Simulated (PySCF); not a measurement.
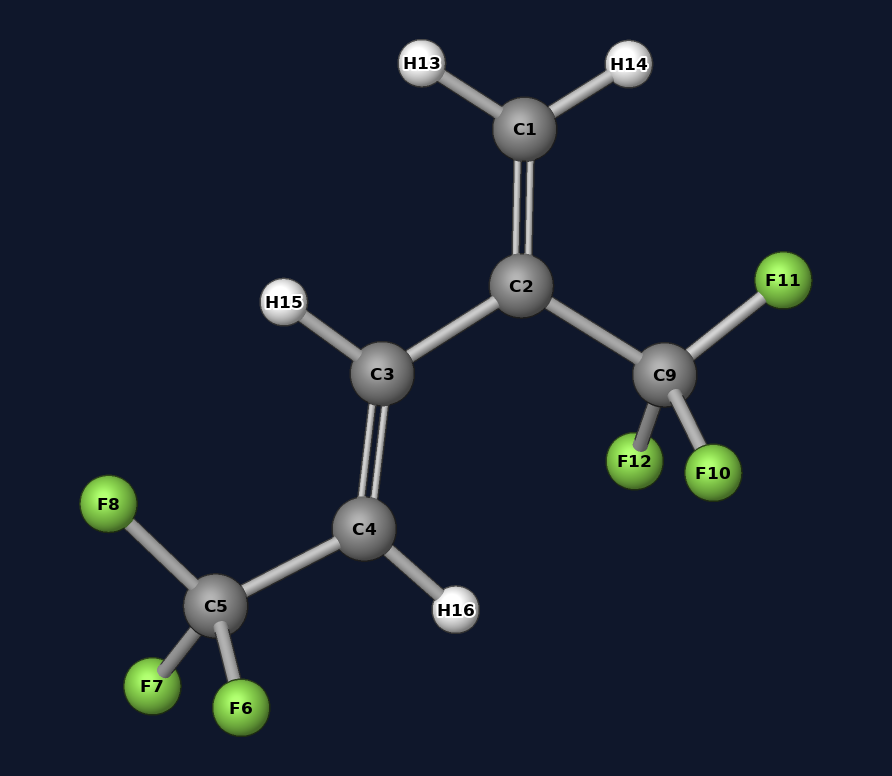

The questions are on isotropic NMR shieldings of the H atoms. Computed geometry: PBE0-D3(BJ)/def2-SVP optimisation. No frequency run is at hand to confirm it as a minimum. Method: GIAO PBE0/pcSseg-1 NMR shielding, non-relativistic, IEF-PCM cyclohexane (PySCF 2.14.0).

Question: Which H atom is the most shielded (lowest chemical shift)?

Answer: H16 (25.17 ppm).

Question: Which H atom is the least shielded (highest chemical shift)?

Answer: H15 (24.37 ppm).

Question: How wide is the range of H shifts?

Answer: 0.80 ppm.

Give the isotropic NMR shieldings of the H atoms atom by atom.

```csv
atom,σ (ppm)
H13,25.05
H14,24.72
H15,24.37
H16,25.17
```
